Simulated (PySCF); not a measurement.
**TaO₂Br: structure of the singlet**

The task is one start of a wider search on TaO₂Br: the singlet, from a trigonal planar start. It is relaxed, tested by its Hessian and followed downhill if it is a saddle.

Method: PBE0, basis Ta def2-TZVP with ECP60, O def2-TZVP, Br def2-TZVP, scalar-relativistic core potentials, no spin–orbit coupling, density fitting; program: PySCF 2.14.0.

### 1 The starting structure

4 atoms, charge 0, spin multiplicity 1.

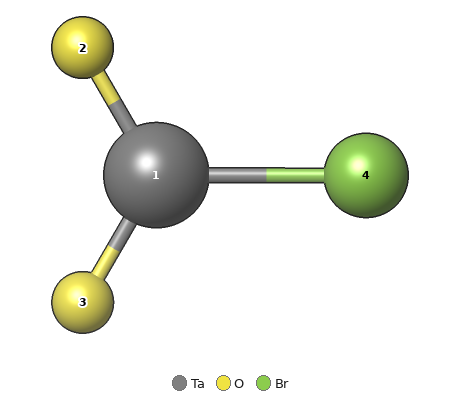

As it starts; tantalum grey, oxygen yellow, bromine green; atoms are numbered from 1 in the order of the file.

```xyz
4
charge 0 multiplicity 1
Ta    0.0000    0.0000    0.0000
O    -0.9150    1.5848    0.0000
O    -0.9150   -1.5848    0.0000
Br    2.6000    0.0000    0.0000
```

### 2 First SCF at the start

One driver script runs all steps and calls PySCF; scf.py shows how it sets up the SCF of each step. The optimiser is the driver's own. After this first run the driver tries any further starts and a stability analysis.

scf.py

```python
from pyscf import gto, scf, dft
mol = gto.M(atom='''
Ta     0.000000     0.000000     0.000000
O     -0.915000     1.584800     0.000000
O     -0.915000    -1.584800     0.000000
Br     2.600000     0.000000     0.000000''',
    basis={'Ta': 'def2-TZVP', 'O': 'def2-TZVP', 'Br': 'def2-TZVP'},
    ecp={'Ta': 'def2-TZVP'},
    charge=0, spin=0)
mf = dft.RKS(mol, xc='PBE0')
mf.grids.atom_grid = (50, 194)
aux = {'Ta': 'def2-universal-JKFIT', 'O': 'def2-universal-JKFIT', 'Br': 'def2-universal-JKFIT'}
mf = mf.density_fit(auxbasis=aux)
mf.conv_tol = 1e-08
mf.diis_space = 10
mf.max_cycle = 60
mf.init_guess = 'minao'
mf.verbose = 4
mf.kernel()
```

On the command line:

```
$ OMP_NUM_THREADS=4 python axn.py task.json out
```

Standard output:

```text
init E= -2760.72816508292
  HOMO = -0.452283307075093  LUMO = -0.384502828075464  gap/eV = 1.84440
cycle= 1 E= -2780.95706159858  delta_E= -20.2  |g|= 1.34  |ddm|= 6.54
  HOMO = -0.112439538684776  LUMO = -0.0900996393317361  gap/eV = 0.60790
cycle= 2 E= -2773.83787374751  delta_E= 7.12  |g|= 5.29  |ddm|= 4.05
  HOMO = -0.237796461145568  LUMO = -0.0991207193024535  gap/eV = 3.77356
cycle= 3 E= -2781.2078705563  delta_E= -7.37  |g|= 0.642  |ddm|= 3.89
  HOMO = -0.317564098030268  LUMO = -0.222407529357681  gap/eV = 2.58934
cycle= 4 E= -2781.28403552088  delta_E= -0.0762  |g|= 0.393  |ddm|= 0.85
  HOMO = -0.314414910422966  LUMO = -0.187533046686875  gap/eV = 3.45263
cycle= 5 E= -2781.32298180917  delta_E= -0.0389  |g|= 0.0989  |ddm|= 0.385
  HOMO = -0.315810982600235  LUMO = -0.183670889592933  gap/eV = 3.59572
cycle= 6 E= -2781.32507542534  delta_E= -0.00209  |g|= 0.0453  |ddm|= 0.0841
  HOMO = -0.320326728111985  LUMO = -0.184525125087929  gap/eV = 3.69535
cycle= 7 E= -2781.32542236366  delta_E= -0.000347  |g|= 0.0146  |ddm|= 0.0208
  HOMO = -0.320600028689465  LUMO = -0.183847275404409  gap/eV = 3.72123
cycle= 8 E= -2781.32547239462  delta_E= -5e-05  |g|= 0.0025  |ddm|= 0.0102
  HOMO = -0.320692843131311  LUMO = -0.183785100857305  gap/eV = 3.72545
cycle= 9 E= -2781.32547373849  delta_E= -1.34e-06  |g|= 0.000486  |ddm|= 0.00166
  HOMO = -0.320717497172891  LUMO = -0.183818147845741  gap/eV = 3.72522
cycle= 10 E= -2781.32547379116  delta_E= -5.27e-08  |g|= 4.26e-05  |ddm|= 0.000359
  HOMO = -0.320722309332452  LUMO = -0.183822415600424  gap/eV = 3.72524
cycle= 11 E= -2781.3254737919  delta_E= -7.37e-10  |g|= 1.24e-05  |ddm|= 6.07e-05
  HOMO = -0.320720663528788  LUMO = -0.183823447010938  gap/eV = 3.72516
Extra cycle  E= -2781.32547379183  delta_E= 7.55e-11  |g|= 2.69e-05  |ddm|= 2.3e-05
converged SCF energy = -2781.32547379183
```

This step, with its further starts and checks, needed 13 s of wall time on 4 threads of Intel Xeon 6975P-C (Granite Rapids), shared host.

Energies from each starting density:

```csv
start,energy (Eh)
the minimal-basis guess,-2781.325474
a thermally smeared density,-2781.325474
a smeared PBE density,-2781.325474
```

No lower closed-shell solution turned up from the other starts or in the test of internal stability.

### 3 Relaxation: trigonal planar start, singlet

The program finds C2v symmetry in the start, which this walk keeps. Threshold on the gradient: 0.0003 Eh/bohr, with a further test on the energy change.

Changes to scf.py since step 2:

```diff
@@ -3,4 +3,4 @@
-Ta     0.000000     0.000000     0.000000
-O     -0.915000     1.584800     0.000000
-O     -0.915000    -1.584800     0.000000
-Br     2.600000     0.000000     0.000000''',
+Ta    -0.602752     0.000000     0.000000
+O     -1.517752     1.584800     0.000000
+O     -1.517752    -1.584800     0.000000
+Br     1.997248     0.000000     0.000000''',
@@ -17 +16,0 @@
-mf.init_guess = 'minao'
```

The optimiser's trace:

```
step   energy (Eh)  change (kJ/mol)  largest symmetric gradient (Eh/bohr)
   0  -2781.325474             0.00                               0.07835
   1  -2781.346941           -56.36                               0.03689
   2  -2781.349084           -61.99                               0.00523
   3  -2781.349143           -62.14                               0.00129
   4  -2781.349151           -62.17                               0.00020
   5  -2781.349152           -62.17                               0.00001
```

The walk took 16 s.

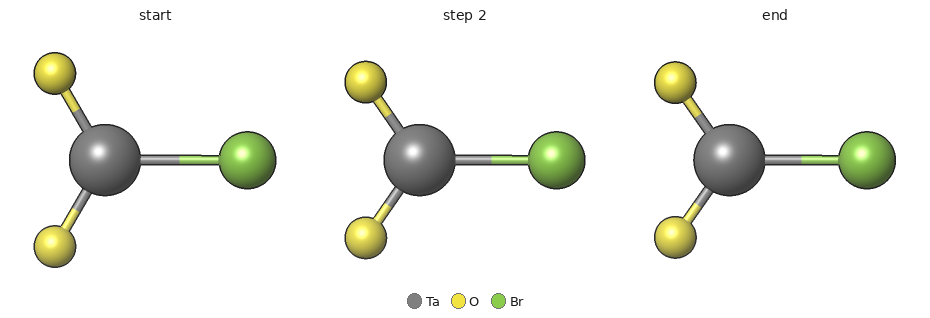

Start and end of the relaxation, with a step between.

After 5 steps and 62.2 kJ/mol it ends at C2v: Ta–Br 2.510 Å, Ta–O 1.728 Å (×2); Br–Ta–O 124.9° (×2), O–Ta–O 110.2°.

### 4 Hessian and properties

On the finer grid the gradient is checked again; gradients at displacements of ±0.02 bohr then give force constants and infrared intensities.

Changes to scf.py since step 3:

```diff
@@ -3,4 +3,4 @@
-Ta    -0.602752     0.000000     0.000000
-O     -1.517752     1.584800     0.000000
-O     -1.517752    -1.584800     0.000000
-Br     1.997248     0.000000     0.000000''',
+Ta    -0.570266     0.000000     0.000000
+O     -1.558961     1.416894     0.000000
+O     -1.558961    -1.416894     0.000000
+Br     1.939546     0.000000     0.000000''',
@@ -11 +11 @@
-mf.grids.atom_grid = (50, 194)
+mf.grids.atom_grid = (75, 302)
@@ -14 +14 @@
-mf.conv_tol = 1e-08
+mf.conv_tol = 1e-10
```

The driver hands on the density of the step before, so the log starts near convergence.

SCF at the final geometry:

```text
init E= -2781.34923768244
  HOMO = -0.322146726097319  LUMO = -0.166520246805382  gap/eV = 4.23481
cycle= 1 E= -2781.34923768189  delta_E= 5.54e-10  |g|= 5.68e-05  |ddm|= 3.38e-05
  HOMO = -0.322147573274523  LUMO = -0.166518728327629  gap/eV = 4.23488
cycle= 2 E= -2781.34923767703  delta_E= 4.85e-09  |g|= 0.000168  |ddm|= 9.92e-05
  HOMO = -0.322146591410845  LUMO = -0.166519690221154  gap/eV = 4.23482
cycle= 3 E= -2781.34923768252  delta_E= -5.48e-09  |g|= 2.12e-06  |ddm|= 7.41e-05
  HOMO = -0.322146834778853  LUMO = -0.166519765693551  gap/eV = 4.23483
cycle= 4 E= -2781.34923768252  delta_E= -2.73e-12  |g|= 6.53e-07  |ddm|= 1.53e-06
  HOMO = -0.322146725296325  LUMO = -0.166519853625492  gap/eV = 4.23482
Extra cycle  E= -2781.34923768251  delta_E= 4.55e-12  |g|= 1.99e-06  |ddm|= 1.19e-06
converged SCF energy = -2781.34923768251
```

The whole step took 56 s.

Geometry: C2v; Ta–Br 2.510 Å, Ta–O 1.728 Å (×2); Br–Ta–O 124.9° (×2), O–Ta–O 110.2°.

Harmonic modes (main isotopes):

```csv
symmetry,ω (cm⁻¹),IR (km/mol),μ (u),type
b1,112i,90.3,21.57,bend
b2,125,8.1,21.13,bend
a1,229,10.9,43.10,mixed
a1,350,16.7,21.18,bend
b2,956,238,17.81,stretch
a1,1010,131,16.91,stretch
```

μ is the mass of the mode for normalised Cartesian displacements, not the reduced mass of the usual diatomic formula.

1 mode is imaginary, the largest at 112i cm⁻¹: a saddle point, not a minimum.

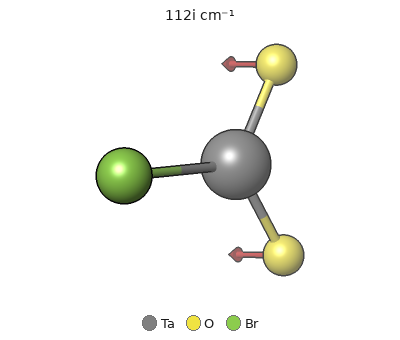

The imaginary mode, as arrows.

Properties at this point:

```
Dipole moment                                                   : 1.95 D
Highest occupied level                                          : -8.77 eV
Lowest empty level                                              : -4.53 eV
Rotational constants                                            : 0.2625, 0.03889, 0.03387 cm⁻¹
Zero-point energy (real modes)                                  : 16.0 kJ/mol
Principal polarisabilities                                      : 43.0, 57.9, 77.2 bohr³
Atomisation energy without zero-point energy                    : 1779 kJ/mol
Principal traceless quadrupole moments about the centre of mass : -8.76, -6.37, 15.13 D Å
```

Populations by atom (charges in e):

```
atom  Mulliken  Löwdin  polar tensor  Mayer order to Ta1
 Ta1      1.41    0.64          2.34                   –
O2,3     -0.51   -0.31         -0.89                2.11
 Br4     -0.39   -0.02         -0.56                1.00
```

Mulliken populations on Ta1 (outside its core potential): s 2.27, p 6.34, d 2.83, f 0.15.

### 5 Following the imaginary mode

The atoms are moved a little along the softest imaginary mode and relaxed again.

The program finds Cs symmetry in the start, which this walk keeps. The walk stops when the largest gradient is under 0.0003 Eh/bohr and the energy has settled too.

Changes to scf.py since step 4:

```diff
@@ -3,4 +3,4 @@
-Ta    -0.570266     0.000000     0.000000
-O     -1.558961     1.416894     0.000000
-O     -1.558961    -1.416894     0.000000
-Br     1.939546     0.000000     0.000000''',
+Ta    -0.570288     0.000000    -0.061608
+O     -1.558983     1.416894     0.250000
+O     -1.558983    -1.416894     0.250000
+Br     1.939524    -0.000000     0.039920''',
@@ -11 +11 @@
-mf.grids.atom_grid = (75, 302)
+mf.grids.atom_grid = (50, 194)
@@ -14 +14 @@
-mf.conv_tol = 1e-10
+mf.conv_tol = 1e-08
```

Steps of the walk:

```csv
step,energy (Eh),change (kJ/mol),largest symmetric gradient (Eh/bohr)
0,-2781.349598,0.00,0.03885
1,-2781.354521,-12.93,0.00646
2,-2781.355672,-15.95,0.01363
3,-2781.357480,-20.69,0.00844
4,-2781.357969,-21.98,0.00680
5,-2781.358045,-22.18,0.00338
6,-2781.358076,-22.26,0.00027
7,-2781.358076,-22.26,0.00004
```

The walk took 27 s.

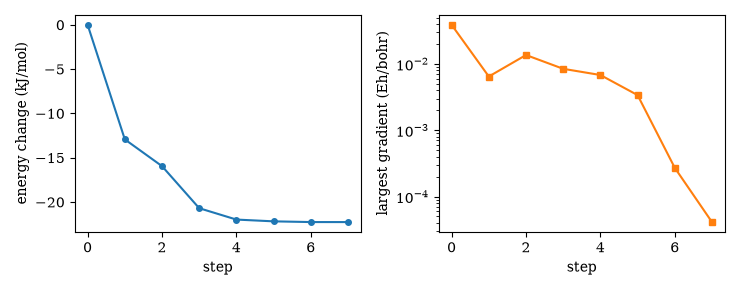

How energy and gradient fall.

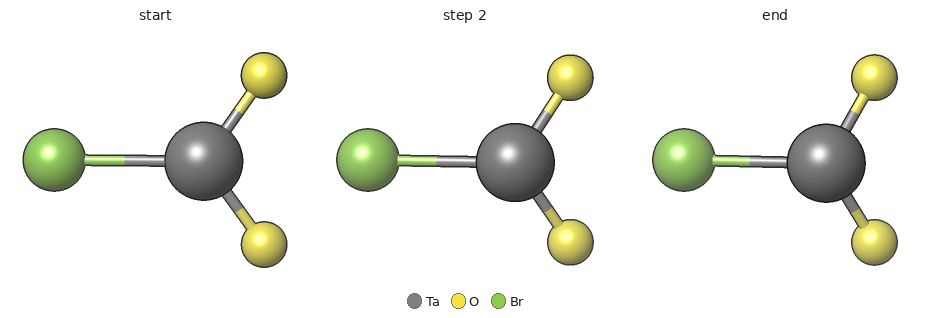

The geometry along the walk, at one scale.

After 7 steps and 22.3 kJ/mol it ends at Cs: Ta–Br 2.467 Å, Ta–O 1.723 Å (×2); Br–Ta–O 110.5° (×2), O–Ta–O 106.4°.

### 6 Vibrations and properties at this point

As before: finer grid, then central differences.

Changes to scf.py since step 5:

```diff
@@ -3,4 +3,4 @@
-Ta    -0.570288     0.000000    -0.061608
-O     -1.558983     1.416894     0.250000
-O     -1.558983    -1.416894     0.250000
-Br     1.939524    -0.000000     0.039920''',
+Ta    -0.570048     0.000000    -0.211298
+O     -1.329549     1.380078     0.487957
+O     -1.329549    -1.380078     0.487957
+Br     1.845973    -0.000000     0.286681''',
@@ -11 +11 @@
-mf.grids.atom_grid = (50, 194)
+mf.grids.atom_grid = (75, 302)
@@ -14 +14 @@
-mf.conv_tol = 1e-08
+mf.conv_tol = 1e-10
```

Log of the central SCF (cycles and frontier levels):

```text
init E= -2781.35800563255
  HOMO = -0.311029318782205  LUMO = -0.150050926842792  gap/eV = 4.38045
cycle= 1 E= -2781.35800563247  delta_E= 8e-11  |g|= 2.16e-05  |ddm|= 1.39e-05
  HOMO = -0.311025998263568  LUMO = -0.150053682019613  gap/eV = 4.38028
cycle= 2 E= -2781.35800563168  delta_E= 7.95e-10  |g|= 6.78e-05  |ddm|= 4.19e-05
  HOMO = -0.311028733452854  LUMO = -0.150051750730482  gap/eV = 4.38041
cycle= 3 E= -2781.35800563257  delta_E= -8.87e-10  |g|= 1.47e-06  |ddm|= 3.14e-05
  HOMO = -0.311028608654942  LUMO = -0.150051675059862  gap/eV = 4.38041
cycle= 4 E= -2781.35800563256  delta_E= 1.82e-12  |g|= 4.23e-07  |ddm|= 1.13e-06
  HOMO = -0.311028621718641  LUMO = -0.150051636592624  gap/eV = 4.38041
Extra cycle  E= -2781.35800563256  delta_E= 4.09e-12  |g|= 1.28e-06  |ddm|= 7.99e-07
converged SCF energy = -2781.35800563256
```

The whole step needed 65 s of wall time on 4 threads of Intel Xeon 6975P-C (Granite Rapids), shared host.

Geometry: Cs; Ta–Br 2.467 Å, Ta–O 1.723 Å (×2); Br–Ta–O 110.5° (×2), O–Ta–O 106.4°.

Modes, for the most abundant isotopes:

| symmetry | ω (cm⁻¹) | IR (km/mol) |
| --- | --- | --- |
| a' | 142 | 32.9 |
| a'' | 157 | 0.4 |
| a' | 260 | 32.0 |
| a' | 348 | 13.5 |
| a'' | 956 | 205 |
| a' | 1017 | 103 |

All wavenumbers are real: a minimum.

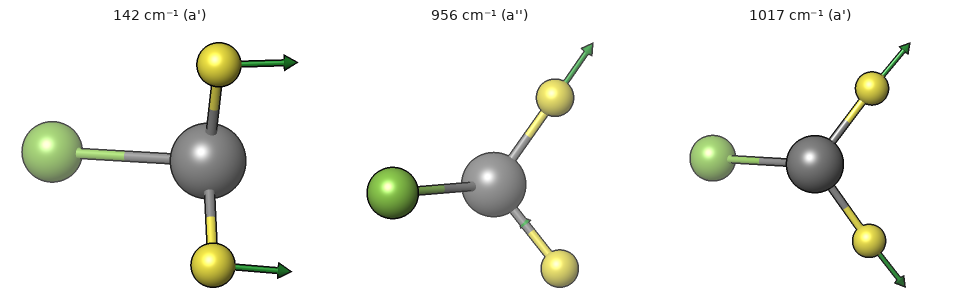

Displacements of 3 of the modes, as arrows (one member where a mode is degenerate).

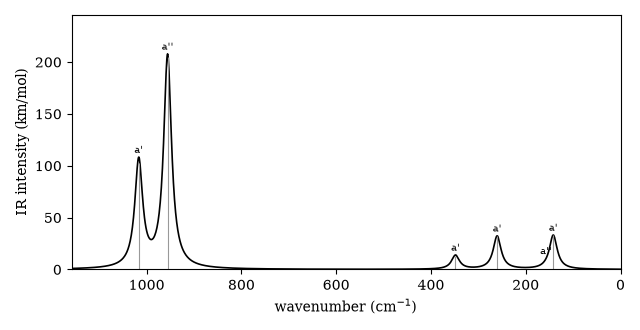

The harmonic infrared spectrum (widths in cm⁻¹). Lines are broadened to a width of 20 cm⁻¹ (Lorentzian).

Properties at this point:

| Quantity | Value |
| --- | --- |
| Dipole moment | 5.31 D |
| Highest occupied level | -8.46 eV |
| Lowest empty level | -4.08 eV |
| Rotational constants | 0.2158, 0.04147, 0.03745 cm⁻¹ |
| Zero-point energy | 17.2 kJ/mol |
| Principal polarisabilities | 42.1, 58.2, 75.4 bohr³ |
| Atomisation energy without zero-point energy | 1802 kJ/mol |
| Principal traceless quadrupole moments about the centre of mass | -7.95, -7.47, 15.42 D Å |
| Entropy at 298.15 K and 1 bar | 331.8 J/(mol K) |
| Heat capacity Cp at 298.15 K | 66.4 J/(mol K) |
| Enthalpy at 298.15 K above 0 K | 15.70 kJ/mol |
| Rotational symmetry number | 1 |

Populations by atom (charges in e):

| atom | Mulliken | Löwdin | polar tensor | Mayer order to Ta1 |
| --- | --- | --- | --- | --- |
| Ta1 | 1.34 | 0.56 | 2.03 | – |
| O2,3 | -0.50 | -0.30 | -0.78 | 2.13 |
| Br4 | -0.34 | 0.04 | -0.47 | 1.04 |

Outer orbital energies (eV). occupied: -10.84, -10.76, -10.54, -10.00, -9.77, -8.94, -8.88, -8.46; empty: -4.08, -2.36, -1.03, -0.36.

Mulliken populations on Ta1 (outside its core potential): s 2.33, p 6.27, d 2.93, f 0.14.

### 7 Stability of the closed shell

At the lowest minimum the closed shell is tested against spin polarisation, on the (50, 194) grid. It is stable.

### 8 All stationary points

| spin | group | bonds | imaginary modes (cm⁻¹) | ΔE (kJ/mol) | with zero-point energy |
| --- | --- | --- | --- | --- | --- |
| singlet | Cs | Ta–Br 2.467 Å, Ta–O 1.723 Å (×2) | none | 0.0 | 0.0 |
| singlet | C2v | Ta–Br 2.510 Å, Ta–O 1.728 Å (×2) | 112i | 23.0 | – |

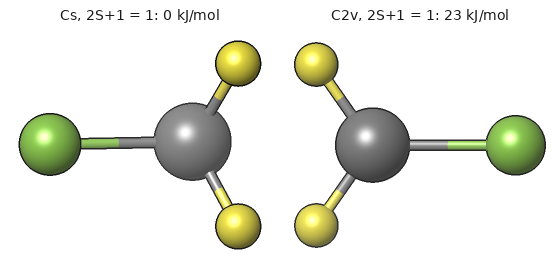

The points, lowest first (tantalum grey, oxygen yellow, bromine green).

### 9 Outcome

| quantity | value |
| --- | --- |
| minimum | singlet, Cs |
| geometry | Ta–Br 2.467 Å, Ta–O 1.723 Å (×2); Br–Ta–O 110.5° (×2), O–Ta–O 106.4° |
| wavenumbers (cm⁻¹) | 142 (a'), 157 (a''), 260 (a'), 348 (a'), 956 (a''), 1017 (a') |
| dipole moment | 5.31 D |
| highest occupied, lowest empty level | -8.46, -4.08 eV |
| polar-tensor charge of Ta1 | +2.03 e |
| zero-point energy | 17.2 kJ/mol |
| entropy at 298.15 K | 331.8 J/(mol K) |
| atomisation energy (no zero-point energy) | 1802 kJ/mol |

The trigonal planar start (C2v) ends in a minimum of Cs symmetry, after a stop at a saddle point 23.0 kJ/mol higher, from which it was pushed off along an imaginary mode. In the infrared the band at 956 cm⁻¹ (a'', stretch) leads. With 5.3 D the molecule is strongly polar. Other starts or spin states, not run here, may lie lower. With an element this heavy the missing spin–orbit coupling can shift these numbers.

The search up to here took 3 min.
